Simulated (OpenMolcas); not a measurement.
# Mo⁵⁺ among point charges: CASSCF and CASPT2 levels and susceptibility

Aim: the splitting of the states of Mo⁵⁺ in the field of 6 point charges, its lowest levels with spin-orbit coupling and its magnetic susceptibility.

Method: state-averaged CASSCF and CASPT2, spin-orbit coupling by RASSI with atomic mean-field integrals. Code: OpenMolcas 26.06.

## (1) The system

```
Species                           : Mo⁵⁺ (molybdenum, Z = 42, 37 electrons)
Basis                             : ANO-RCC-VDZP [6s5p3d1f], 43 functions
Scalar Hamiltonian                : DKH2, point nucleus
Inactive shells                   : 1s 2s 2p 3s 3p 3d 4s 4p
Active space                      : 1 electron in 5 orbitals (4d)
Some configurations of this space : 4d
Orbitals                          : optimised for each spin and parity, averaged over all roots
```

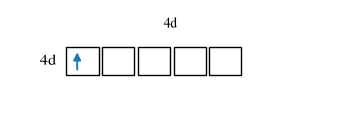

Occupation of the outer shells (arrows by Hund's rule).

The ion sits among 6 point charges of -0.85 e arranged as an octahedron (Oh), 1.78 Å from the ion.

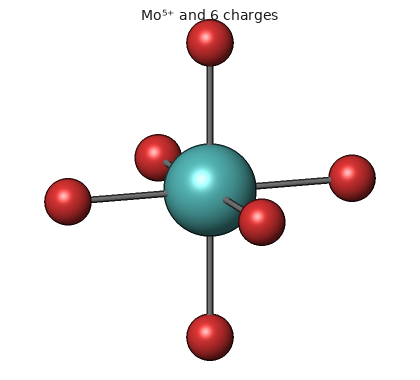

The ion and the point charges (red).

The work runs as a chain of OpenMolcas steps in one folder; each step below is one input file. The outputs are cut to the sections that carry results. Labels, J, g values, rates, χT and fits are worked out afterwards by a script from the matrices that RASSI stores. The input lists half of the charges; inversion (Group=XYZ) makes the rest.

## (2) One- and two-electron integrals

File a.inp:

```
&GATEWAY
Coord
1

Mo 0.0 0.0 0.0
Basis=ANO-RCC-VDZP
Group=XYZ
NoMove
AngMom=0.0 0.0 0.0
AMFI
XField
3 Angstrom 0
1.780000 0.000000 0.000000 -0.850000
0.000000 1.780000 0.000000 -0.850000
0.000000 0.000000 1.780000 -0.850000
&SEWARD
```

The run is started by

```
OMP_NUM_THREADS=1 MOLCAS_MEM=1689 MOLCAS_PROJECT=a pymolcas a.inp > a.log
```

## (3) Reference wave functions, doublets of even parity, 5 roots

File a.inp:

```
&RASSCF
FileOrb=start.orb
Symmetry=1
Spin=2
nActEl=1 0 0
Inactive=9 9
Ras2=5 0
CIRoot=5 5 1
SDav=5
CIMx=300
Iter=120 100
PrWF=0.3
OrbListing=Nothing
MaxOrb=0
>>> COPY $Project.JobIph JOB001
```

start.orb holds the contracted functions of the basis, ordered by shell, or the orbitals of the step before.

## (4) State interaction with spin-orbit coupling

File a.inp:

```
&RASSI
NrOfJobIphs=1 5
1 2 3 4 5
IphNames
JOB001
EJob
SpinOrbit
DIPRint=1.0
SOCoupling=1000.0
Subsets=2
Property=9
'ANGMOM' 1 'ANGMOM' 2 'ANGMOM' 3 'MLTPL  1' 1 'MLTPL  1' 2 'MLTPL  1' 3
'AMFI' 1 'AMFI' 2 'AMFI' 3
SOProperty=3
'ANGMOM' 1 'ANGMOM' 2 'ANGMOM' 3
```

## (5) CASPT2: IPEA 0.25, imaginary shift 0.1 (closed shells correlated: 4s 4p)

File a.inp:

```
>>> COPY JOB001 $Project.JobIph
&CASPT2
Multistate=5 1 2 3 4 5
NoMult
Frozen=8 6
IPEA=0.25
Imaginary=0.1
MaxIter=60
WThr=0.0 0.3 0.05
PrWF=0.5
NoMix
```

(Steps that only read results are left out.)

What does the calculation give? Wanted: spin-free ground state; first state of the same spin within the active space; lowest level; next level.

The runs gave:

| quantity | value |
| --- | --- |
| method | SS-CASPT2, IPEA 0.25, imaginary shift 0.1 (closed shells correlated: 4s 4p) |
| spin-free ground state | 2T2, 3-fold in its orbital part |
| first state of the same spin within the active space | 2E at 6990 cm⁻¹ |
| lowest level | 4-fold Γ8 |
| next level | 1699.3 cm⁻¹ |
| χT at 300 K | 0.13 cm³ K/mol |
| effective moment at 300 K | 1.03 μB |

Cost by method:

| method | time of its own steps | time with the reference |
| --- | --- | --- |
| A. CASSCF | 1.6 s | 1.6 s |
| B. SS-CASPT2, IPEA 0.25, imaginary shift 0.1, +4s 4p | 0.52 s | 2.1 s |

Times are of one thread on a shared host.

What this shows: The spin-free ground state (2T2) comes to 100 % from free-ion D terms and keeps the highest spin of the shell. χT at 300 K is 0.13, against 0.38 cm³ K/mol for the spin alone, so orbital moment lowers it. A ligand-field fit to the states below 45000 cm-1 gives 10Dq = 6987 cm-1, the gap between the two states. CASPT2 does not keep the components of a term degenerate, and the means are used. Point charges leave out covalency, so the field and the spin state can differ from those of real complexes. This is an electrostatic model: the charges have no orbitals.
